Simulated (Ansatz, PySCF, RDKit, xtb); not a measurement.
**C4H5N3Si: ranking a sample of isomers**

Which of a sample of isomers of C4H5N3Si is the most stable in the gas at 298.15 K, and what are its properties? The sample is small against all isomers, and the most stable one of this formula need not be in it.

The funnel: GFN2-xTB relaxations, single points with a density functional, relaxations at r2SCAN-D4/def2-SVP, harmonic vibrations (at GFN2-xTB), and a last energy at a higher level. All values are calculated.

## 1. Candidates

Isomers were taken from a list of plausible structures; this is a sample, not all of them. That gives 12 candidates.

```
label                 SMILES     spin
 c104  N#Cc1ncc([SiH3])[nH]1  singlet
 c106     N#Cn1cnc([SiH3])c1  singlet
 c222    N#Cc1[nH]cnc1[SiH3]  singlet
 c360    N#Cc1nc[nH]c1[SiH3]  singlet
 c408  N#Cc1nc([SiH3])c[nH]1  singlet
 c570       N#Cn1cncc1[SiH3]  singlet
 c571       N#Cc1nccn1[SiH3]  singlet
 c588       N#Cc1cncn1[SiH3]  singlet
 c614  N#Cc1c[nH]c([SiH3])n1  singlet
 c634       N#Cn1ccnc1[SiH3]  singlet
 c744     N#Cc1cn([SiH3])cn1  singlet
 c973  N#Cc1cnc([SiH3])[nH]1  singlet
```

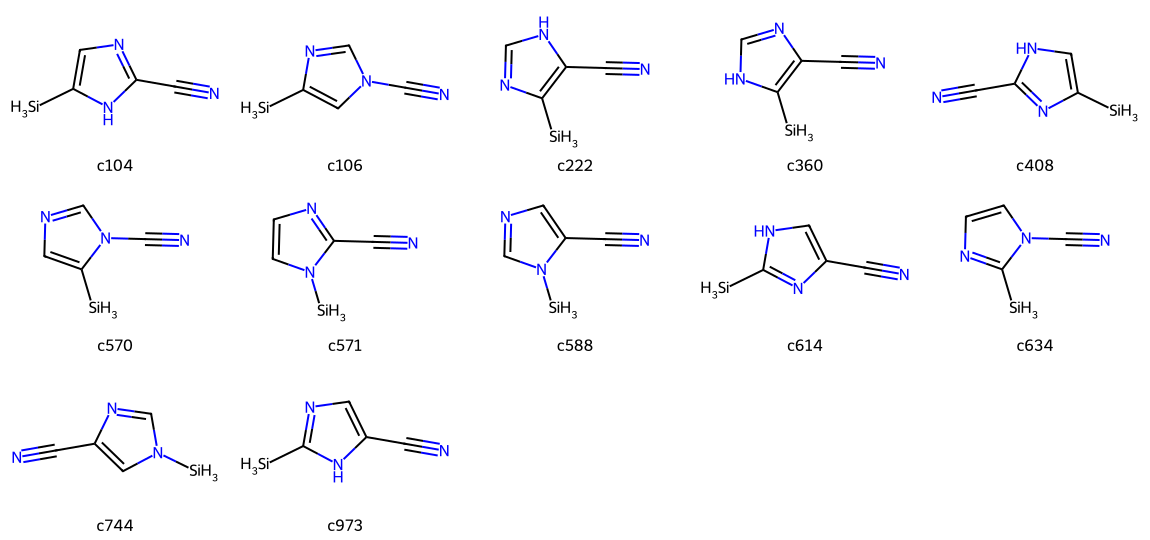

Structural formulas of the candidates.

Candidates are built by distance geometry, with a force field where one applies, in up to four conformers (letters a to d).

## 2. First filter: tight binding

All 12 starts are relaxed the same way. One of them, c360a (taken from a list of positional isomers, embedded by distance geometry and MMFF94), in full:

Contents of start.xyz:

```xyz
13
c360a
C     -2.275880    -0.918488    -0.081933
C     -0.822259    -0.957031    -0.222014
C      1.036287    -1.263228    -1.200523
C      0.102817    -0.561667     0.663480
N     -3.426647    -0.890292     0.080661
N     -0.278796    -1.440563    -1.394331
N      1.296378    -0.798592     0.014378
Si    -0.011587     0.112088     2.412224
H      1.787879    -1.549036    -1.959228
H      2.252099    -0.612320     0.383028
H     -0.722651     1.407757     2.373181
H      1.353748     0.383310     2.916915
H     -0.650818    -0.824502     3.294030
```

Started as:

```
$ xtb start.xyz --gfn 2 --opt
```

Output, shortened:

```text
* xtb version 6.7.1
[...]
          :  # basis functions                  43          :
[...]
          :  # electrons                        40          :
[...]
          :  Hamiltonian                  GFN2-xTB          :
[...]
          :  net charge                          0          :
          :  unpaired electrons                  0          :
[...]
   *** convergence criteria satisfied after 13 iterations ***
[...]
   *** GEOMETRY OPTIMIZATION CONVERGED AFTER 10 ITERATIONS ***
[...]
   *** convergence criteria satisfied after 3 iterations ***
[...]
         ::                     SUMMARY                     ::
         :::::::::::::::::::::::::::::::::::::::::::::::::::::
         :: total energy             -21.573266808912 Eh    ::
         :: gradient norm              0.000548439058 Eh/a0 ::
         :: HOMO-LUMO gap              3.599708931168 eV    ::
         ::.................................................::
         :: SCC energy               -21.919152763159 Eh    ::
         :: -> isotropic ES            0.031116868778 Eh    ::
         :: -> anisotropic ES          0.007810406483 Eh    ::
         :: -> anisotropic XC          0.026698689851 Eh    ::
         :: -> dispersion             -0.011012532229 Eh    ::
         :: repulsion energy           0.345885954248 Eh    ::
         :: add. restraining           0.000000000000 Eh    ::
         :: total charge              -0.000000000000 e     ::
         :::::::::::::::::::::::::::::::::::::::::::::::::::::
[...]
        20        2.0000           -0.3957516             -10.7689 (HOMO)
        21                         -0.2634647              -7.1692 (LUMO)
[...]
          | TOTAL ENERGY              -21.573266808912 Eh   |
          | GRADIENT NORM               0.000548439058 Eh/α |
          | HOMO-LUMO GAP               3.599708931168 eV   |
           -------------------------------------------------
[...]
```

It took 0.099 s on 2 threads of Intel Xeon 6975P-C (Granite Rapids), shared host.

## 3. Distinct minima at GFN2-xTB

12 of the 12 relaxations converged. 12 distinct structures remain:

```
label  start           SMILES after     spin  energy (kcal/mol)
c588a  drawn       N#Cc1cncn1[SiH3]  singlet                0.0
c744a  drawn     N#Cc1cn([SiH3])cn1  singlet                1.8
c571a  drawn       N#Cc1nccn1[SiH3]  singlet                2.4
c570a  drawn       N#Cn1cncc1[SiH3]  singlet               19.0
c634a  drawn       N#Cn1ccnc1[SiH3]  singlet               19.6
c106a  drawn     N#Cn1cnc([SiH3])c1  singlet               21.4
c360a  drawn    N#Cc1nc[nH]c1[SiH3]  singlet               21.9
c973a  drawn  N#Cc1cnc([SiH3])[nH]1  singlet               22.2
c222a  drawn    N#Cc1[nH]cnc1[SiH3]  singlet               23.0
c614a  drawn  N#Cc1c[nH]c([SiH3])n1  singlet               23.4
c104a  drawn  N#Cc1ncc([SiH3])[nH]1  singlet               23.7
c408a  drawn  N#Cc1nc([SiH3])c[nH]1  singlet               25.8
```

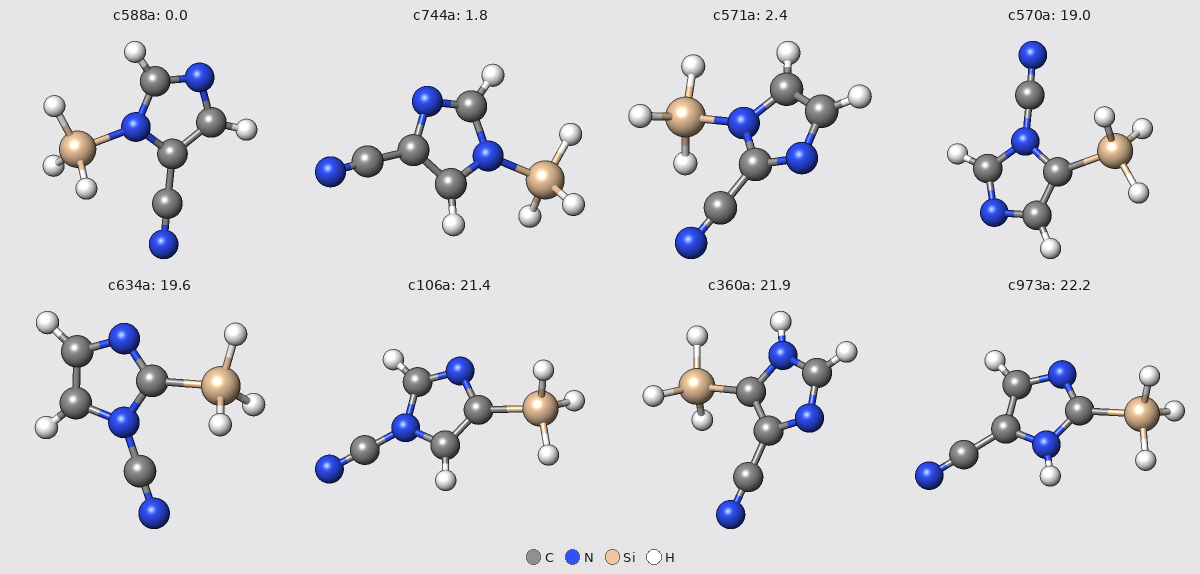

The 8 lowest minima that did not fall apart, with their GFN2-xTB energies in kcal/mol.

## 4. Single points on the low minima

A choice of the minima (the low ones first, few conformers of a pattern, up to a cap) and the lowest that fell apart get a single point at r2SCAN-D4/def2-SVP on the tight-binding geometry, and one at HF/STO-3G for comparison. The lowest singlets are also tried as triplets at the same geometry (label ending in t). The first, c588a:

Contents of input.yaml:

```yaml
basis:
  gaussian:
    orbitals: def2-SVP
crystal:
  periodic: [false, false, false]
  atoms:
    - {symbol: C, position_ang: [-1.999220, -1.093067, 0.375759]}
    - {symbol: C, position_ang: [-0.655082, -1.184100, 0.012156]}
    - {symbol: C, position_ang: [-0.046723, -1.926261, -0.976474]}
    - {symbol: C, position_ang: [1.484540, -0.844344, 0.008173]}
    - {symbol: "N", position_ang: [-3.108934, -1.026190, 0.664005]}
    - {symbol: N, position_ang: [1.284998, -1.695287, -0.956526]}
    - {symbol: "N", position_ang: [0.347387, -0.480165, 0.651789]}
    - {symbol: Si, position_ang: [0.130410, 0.636343, 1.999058]}
    - {symbol: H, position_ang: [-0.492957, -2.597376, -1.682772]}
    - {symbol: H, position_ang: [2.443678, -0.455836, 0.284857]}
    - {symbol: H, position_ang: [-0.455185, -0.138558, 3.087535]}
    - {symbol: H, position_ang: [1.490856, 1.084667, 2.276143]}
    - {symbol: H, position_ang: [-0.741543, 1.700951, 1.515084]}
hamiltonian:
  xc: {name: r2SCAN}
  dispersion: d4
scf:
  lower_state_search: off
output:
  orbitals: {seedname: orbitals}
```

Started as:

```
$ ansatz run input.yaml --threads 2 --pin off --max-ram 5220MiB --events-out events.jsonl --progress --plain --runs-dir runs
```

Output, shortened:

```text
Warning: RAYON_NUM_THREADS=2 ignored (pool sized by the plan → 2); use --threads N
Functional definition: r2SCAN
  name "r2SCAN"
[...]
1634 factors; their error is unknown
[...]
mean field -16561.77600749 eV, -608.6340423004 hartree, gradient 7.1e-6 eV, S^2 0.000000; 0 other end points of the search recorded, 0 dependent functions left out
reference -16561.77601728 eV, -608.6340426602 hartree; 32, 32 occupied and 109, 109 virtual orbitals, 1634 factors
Total energy: -16561.87876512 eV, -608.6378185734 hartree
Checks for a lower state left out: stability, starts, cluster_reference, orbital_swaps, neighbouring_geometries, increment
```

Wall time 3 s (2 threads of Intel Xeon 6975P-C (Granite Rapids), shared host); peak memory 0.18 GiB.

Relative energies in kcal/mol, each column from its lowest structure that stays in one piece:

```
 label                 SMILES     spin  GFN2-xTB  HF/STO-3G  r2SCAN-D4/def2-SVP
 c588a       N#Cc1cncn1[SiH3]  singlet       0.0        1.5                 0.0
 c744a     N#Cc1cn([SiH3])cn1  singlet       1.8        0.0                 1.3
 c571a       N#Cc1nccn1[SiH3]  singlet       2.4        2.7                 2.5
 c360a    N#Cc1nc[nH]c1[SiH3]  singlet      21.9       13.5                 6.7
 c973a  N#Cc1cnc([SiH3])[nH]1  singlet      22.2       15.6                 8.0
 c614a  N#Cc1c[nH]c([SiH3])n1  singlet      23.4       13.8                 8.2
 c222a    N#Cc1[nH]cnc1[SiH3]  singlet      23.0       16.9                 8.9
 c104a  N#Cc1ncc([SiH3])[nH]1  singlet      23.7       17.0                 9.1
 c408a  N#Cc1nc([SiH3])c[nH]1  singlet      25.8       18.0                10.2
 c570a       N#Cn1cncc1[SiH3]  singlet      19.0       27.7                23.5
 c634a       N#Cn1ccnc1[SiH3]  singlet      19.6       27.5                25.3
 c106a     N#Cn1cnc([SiH3])c1  singlet      21.4       28.7                25.5
c588at       N#Cc1cncn1[SiH3]  triplet         –          –                83.4
c571at       N#Cc1nccn1[SiH3]  triplet         –          –                87.4
c744at     N#Cc1cn([SiH3])cn1  triplet         –          –                90.8
```

## 5. Relaxing the best candidates

6 candidates are relaxed at r2SCAN-D4/def2-SVP (chosen among the lowest in one piece). The first, c588a:

Changes to input.yaml since step 4:

```diff
@@ -1,4 +1 @@
-basis:
-  gaussian:
-    orbitals: def2-SVP
 crystal:
@@ -10,4 +7,4 @@
     - {symbol: C, position_ang: [1.484540, -0.844344, 0.008173]}
-    - {symbol: "N", position_ang: [-3.108934, -1.026190, 0.664005]}
-    - {symbol: N, position_ang: [1.284998, -1.695287, -0.956526]}
+    - {symbol: N, position_ang: [-3.108934, -1.026190, 0.664005]}
+    - {symbol: "N", position_ang: [1.284998, -1.695287, -0.956526]}
     - {symbol: "N", position_ang: [0.347387, -0.480165, 0.651789]}
@@ -19,4 +16,7 @@
     - {symbol: H, position_ang: [-0.741543, 1.700951, 1.515084]}
+basis:
+  gaussian:
+    orbitals: def2-SVP
 hamiltonian:
-  xc: {name: r2SCAN}
+  xc: r2scan
   dispersion: d4
@@ -24,3 +24,3 @@
   lower_state_search: off
-output:
-  orbitals: {seedname: orbitals}
+relax:
+  f_tol: 0.006
```

Started as:

```
$ ansatz run input.yaml --threads 2 --pin off --max-ram 5220MiB --events-out events.jsonl --progress --plain --runs-dir runs
```

Output, shortened:

```text
Warning: RAYON_NUM_THREADS=2 ignored (pool sized by the plan → 2); use --threads N
[...]
[... 2 set-up lines as earlier in the session ...]
[...]
1634 factors; their error is unknown
[...]
mean field -16561.77600580 eV, -608.6340422383 hartree, gradient 8.9e-6 eV, S^2 0.000000; 0 other end points of the search recorded, 0 dependent functions left out
[...]
reference -16561.77601559 eV, -608.6340425980 hartree; 32, 32 occupied and 109, 109 virtual orbitals, 1634 factors
[...]
Atom 9 at     2.462133    -0.442108     0.295440 Å, force     0.001938     0.001182     0.001046 eV/Å
Atom 10 at    -0.453970    -0.091693     3.157130 Å, force     0.000152    -0.000277     0.000189 eV/Å
Atom 11 at     1.513459     1.108410     2.296878 Å, force    -0.000511    -0.001164    -0.001375 eV/Å
Atom 12 at    -0.747087     1.760638     1.579129 Å, force    -0.000075     0.000148    -0.000165 eV/Å
Dipole moment:     0.563533     0.377623     0.337100 e Å
Checks for a lower state left out: stability, starts, cluster_reference, orbital_swaps, neighbouring_geometries, increment
```

Run time: 25 s. Hardware: 2 threads of Intel Xeon 6975P-C (Granite Rapids), shared host; peak memory 0.2 GiB.

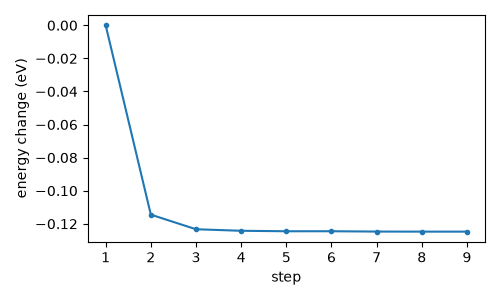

Energy along the run, all evaluated steps.

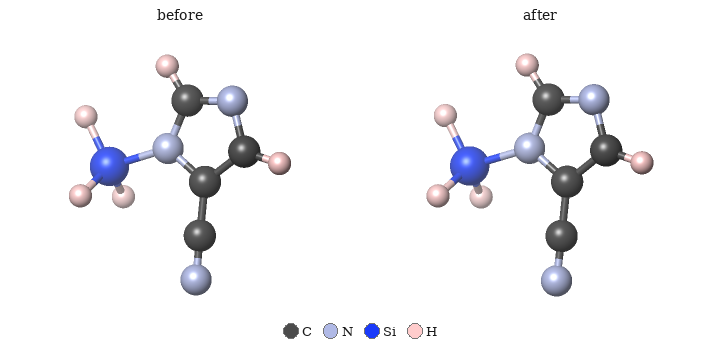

Before and after, at one scale.

After the run. Bond lengths: C1–C2 1.413 Å, C2–C3 1.390 Å, C1–N5 1.168 Å, C3–N6 1.360 Å, C4–N6 1.316 Å, C2–N7 1.396 Å, C4–N7 1.372 Å, N7–Si8 1.797 Å, C3–H9 1.090 Å, C4–H10 1.092 Å, Si8–H11 1.485 Å, Si8–H12 1.486 Å, Si8–H13 1.485 Å. Some angles: C1–C2–C3 131.8°, C1–C2–N7 122.0°, C3–C2–N7 106.1°, C2–C1–N5 179.4°, C2–C3–N6 110.1°, C3–N6–C4 105.7°, N6–C4–N7 113.3°, C2–N7–C4 104.8°, C2–N7–Si8 127.0°, C4–N7–Si8 128.1°.

## 6. After refinement

```
label     spin  r2SCAN-D4/def2-SVP (kcal/mol)  r2SCAN-D4/def2-SVP, relaxed (kcal/mol)  time
c588a  singlet                            0.0                                     0.0  25 s
c744a  singlet                            1.3                                     1.4  26 s
c571a  singlet                            2.5                                     2.5  22 s
c360a  singlet                            6.7                                     7.4  19 s
c973a  singlet                            8.0                                     8.9  17 s
c614a  singlet                            8.2                                     9.1  16 s
```

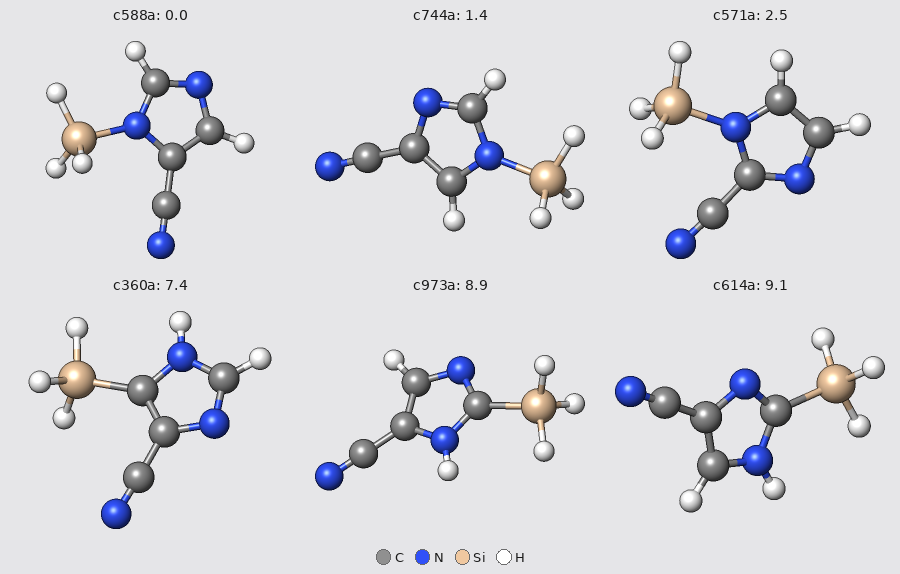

The relaxed structures, with energies at r2SCAN-D4/def2-SVP in kcal/mol.

## 7. Vibrations and thermal terms

The lowest few in one piece go on as finalists. In this search the thermal terms come from GFN2-xTB at its own nearest minimum. The first, c588a:

Contents of start.xyz:

```xyz
13
c588a
C     -2.026206    -1.112064     0.354300
C     -0.667877    -1.212943    -0.019901
C     -0.030974    -1.953473    -1.009091
C      1.496445    -0.853072    -0.005105
N     -3.146169    -1.020382     0.672779
N      1.307980    -1.715288    -0.981688
N      0.335828    -0.495294     0.633478
Si     0.132322     0.643627     2.007996
H     -0.493659    -2.635581    -1.722558
H      2.462133    -0.442108     0.295440
H     -0.453970    -0.091693     3.157130
H      1.513459     1.108410     2.296878
H     -0.747087     1.760638     1.579129
```

Started as:

```
$ xtb start.xyz --gfn 2 --ohess tight
```

Output, shortened:

```text
[...]
         ::                     SUMMARY                     ::
         :::::::::::::::::::::::::::::::::::::::::::::::::::::
         :: total energy             -21.608094337225 Eh    ::
         :: gradient norm              0.000215662560 Eh/a0 ::
         :: HOMO-LUMO gap              3.466579338301 eV    ::
         ::.................................................::
         :: SCC energy               -21.954228390881 Eh    ::
         :: -> isotropic ES            0.034581018446 Eh    ::
         :: -> anisotropic ES          0.006045845567 Eh    ::
         :: -> anisotropic XC          0.024750659586 Eh    ::
         :: -> dispersion             -0.011395926078 Eh    ::
         :: repulsion energy           0.346134053656 Eh    ::
         :: add. restraining           0.000000000000 Eh    ::
         :: total charge              -0.000000000000 e     ::
         :::::::::::::::::::::::::::::::::::::::::::::::::::::
[...]
          | TOTAL ENERGY              -21.608094337223 Eh   |
          | TOTAL ENTHALPY            -21.516901275235 Eh   |
          | TOTAL FREE ENERGY         -21.559409948402 Eh   |
          | GRADIENT NORM               0.000215653895 Eh/α |
[...]
```

Wall time 0.33 s (2 threads of Intel Xeon 6975P-C (Granite Rapids), shared host).

## 8. Thermal terms of the finalists

As xtb prints them, at 298.15 K, with its own treatment of low modes:

```
label                 SMILES     spin  lowest mode (cm⁻¹)  zero-point (kcal/mol)  G − E (kcal/mol)
c588a       N#Cc1cncn1[SiH3]  singlet                  65                   51.5              30.5
c744a     N#Cc1cn([SiH3])cn1  singlet                  42                   51.4              30.4
c571a       N#Cc1nccn1[SiH3]  singlet                  39                   51.3              30.4
c360a    N#Cc1nc[nH]c1[SiH3]  singlet                 37i                   51.3              31.0
c973a  N#Cc1cnc([SiH3])[nH]1  singlet                  3i                   51.2              29.6
c614a  N#Cc1c[nH]c([SiH3])n1  singlet                  9i                   51.1              29.9
```

c360a, c614a, c973a keep an imaginary mode, a small one that points to a nearly free motion; the harmonic terms are rough for it.

## 9. The final energy

Single points at CCSD(T)/def2-SVP + MP2/def2-TZVPP - MP2/def2-SVP on the refined geometries decide the order.

c588a, CCSD(T)/def2-SVP:

Contents of input.yaml:

```yaml
crystal:
  periodic: [false, false, false]
  atoms:
    - {symbol: C, position_ang: [-2.026206, -1.112064, 0.354300]}
    - {symbol: C, position_ang: [-0.667877, -1.212943, -0.019901]}
    - {symbol: C, position_ang: [-0.030974, -1.953473, -1.009091]}
    - {symbol: C, position_ang: [1.496445, -0.853072, -0.005105]}
    - {symbol: N, position_ang: [-3.146169, -1.020382, 0.672779]}
    - {symbol: "N", position_ang: [1.307980, -1.715288, -0.981688]}
    - {symbol: N, position_ang: [0.335828, -0.495294, 0.633478]}
    - {symbol: Si, position_ang: [0.132322, 0.643627, 2.007996]}
    - {symbol: H, position_ang: [-0.493659, -2.635581, -1.722558]}
    - {symbol: H, position_ang: [2.462133, -0.442108, 0.295440]}
    - {symbol: H, position_ang: [-0.453970, -0.091693, 3.157130]}
    - {symbol: H, position_ang: [1.513459, 1.108410, 2.296878]}
    - {symbol: H, position_ang: [-0.747087, 1.760638, 1.579129]}
basis:
  gaussian: {orbitals: def2-SVP}
correlation: {method: ccsd_t, frozen_orbitals: {C: 1, H: 0, Si: 5, "N": 1}}
```

Started as:

```
$ ansatz run input.yaml --threads 2 --pin off --max-ram 5220MiB --events-out events.jsonl --progress --plain --runs-dir runs
```

Output, shortened:

```text
Warning: RAYON_NUM_THREADS=2 ignored (pool sized by the plan → 2); use --threads N
Functional definition: HF
  name "HF"
[...]
1438 factors; integrals over basis functions are off by at most 1.1e-3 eV
[...]
mean field -16498.98141126 eV, -606.3263834525 hartree, gradient 1.8e-6 eV, S^2 0.000000; 0 other end points of the search recorded, 0 dependent functions left out; unrestricted orbitals would lower it
12 core orbitals not correlated: weight in the atoms' cores, before any rotation towards them, 1.000 or more for the frozen orbitals, at most 0.000 for the correlated occupied ones
reference -16498.98141126 eV, -606.3263834525 hartree; 20, 20 occupied and 109, 109 virtual orbitals, 1438 factors
second order -29.63887046 eV of doubles, -0.00000000 eV of singles
cycle   1  -29.38551480 eV  change    2.5e-1 eV  update   1.5e-1
[...]
cycle  10  -30.61323838 eV  change    2.0e-5 eV  update   2.3e-5
perturbative correction -1.34003243 eV, -0.0492452834 hartree
Total energy: -16530.93468207 eV, -607.5006444961 hartree
```

It took 18 s on 2 threads of Intel Xeon 6975P-C (Granite Rapids), shared host; peak memory 1.2 GiB.

## 10. c588a at MP2/def2-TZVPP

Contents of input.yaml:

```yaml
crystal:
  periodic: [false, false, false]
  atoms:
    - symbol: C
      position_ang: [-2.026206, -1.112064, 0.354300]
    - symbol: C
      position_ang: [-0.667877, -1.212943, -0.019901]
    - symbol: C
      position_ang: [-0.030974, -1.953473, -1.009091]
    - symbol: C
      position_ang: [1.496445, -0.853072, -0.005105]
    - symbol: N
      position_ang: [-3.146169, -1.020382, 0.672779]
    - symbol: N
      position_ang: [1.307980, -1.715288, -0.981688]
    - symbol: "N"
      position_ang: [0.335828, -0.495294, 0.633478]
    - symbol: Si
      position_ang: [0.132322, 0.643627, 2.007996]
    - symbol: H
      position_ang: [-0.493659, -2.635581, -1.722558]
    - symbol: H
      position_ang: [2.462133, -0.442108, 0.295440]
    - symbol: H
      position_ang: [-0.453970, -0.091693, 3.157130]
    - symbol: H
      position_ang: [1.513459, 1.108410, 2.296878]
    - symbol: H
      position_ang: [-0.747087, 1.760638, 1.579129]
basis:
  gaussian: {orbitals: def2-TZVPP}
correlation: {method: mp2, frozen_orbitals: {C: 1, H: 0, Si: 5, "N": 1}}
```

Started as:

```
$ ansatz run input.yaml --threads 2 --pin off --max-ram 5220MiB --events-out events.jsonl --progress --plain --runs-dir runs
```

Output, shortened:

```text
Warning: RAYON_NUM_THREADS=2 ignored (pool sized by the plan → 2); use --threads N
[... 2 set-up lines as earlier in the session ...]
[...]
2001 factors; integrals over basis functions are off by at most 9.9e-4 eV
[...]
mean field -16511.59725637 eV, -606.7900072092 hartree, gradient 2.7e-6 eV, S^2 0.000000; 0 other end points of the search recorded, 0 dependent functions left out; unrestricted orbitals would lower it
12 core orbitals not correlated: weight in the atoms' cores, before any rotation towards them, 1.000 or more for the frozen orbitals, at most 0.000 for the correlated occupied ones
reference -16511.59725637 eV, -606.7900072092 hartree; 20, 20 occupied and 297, 297 virtual orbitals, 2001 factors
second order -36.12871143 eV of doubles, -0.00000000 eV of singles
Total energy: -16547.72596781 eV, -608.1177128654 hartree
```

Wall time 14 s (2 threads of Intel Xeon 6975P-C (Granite Rapids), shared host); peak memory 1.1 GiB.

(Part 1 of 2 ends here.)
